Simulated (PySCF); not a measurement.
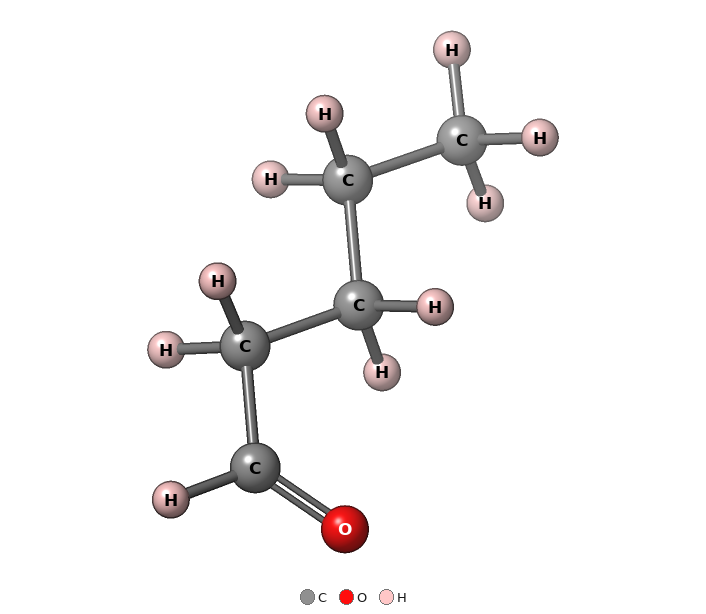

Orthographic view. Depth is shown by fading: the farther an atom, the more it takes the colour of the background. The geometry was computed by an optimisation with PBE0-D3(BJ)/def2-SVP. No frequency run is at hand to confirm it as a minimum.

### Give the standard InChI.

InChI=1S/C5H10O/c1-2-3-4-5-6/h5H,2-4H2,1H3
